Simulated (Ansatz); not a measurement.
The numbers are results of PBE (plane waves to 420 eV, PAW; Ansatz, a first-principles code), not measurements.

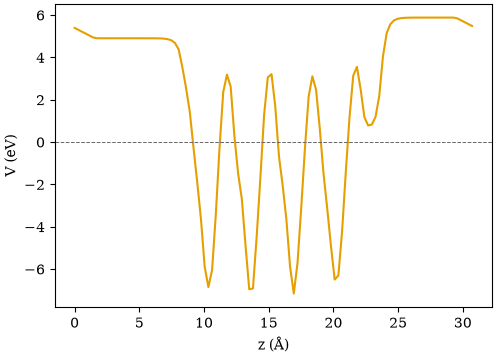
Figure. Planar average of the electrostatic potential across the slab, in eV from the highest filled level, for a constructed model of the (111)A surface of zinc-blende ZnSe (in the relaxation 1 Se–Se bonds broke), Zn-terminated, Se trimer, 2x2 (bottom of the slab: 2 H on 4 bottom sites)

Model: 37-atom slab, 14.7 Å thick at the start with caps and adatoms, 3x3x1 mesh, Fermi-Dirac 0.025 eV, dipole correction, 8 atoms held, the rest relaxed; symmetry of the start imposed; no spin, no spin-orbit, no U. It is one candidate, not shown to be the stable structure of the face.

The vacuum level lies 5.88 eV above the highest filled level over the top face and 4.91 eV above it under the bottom face.
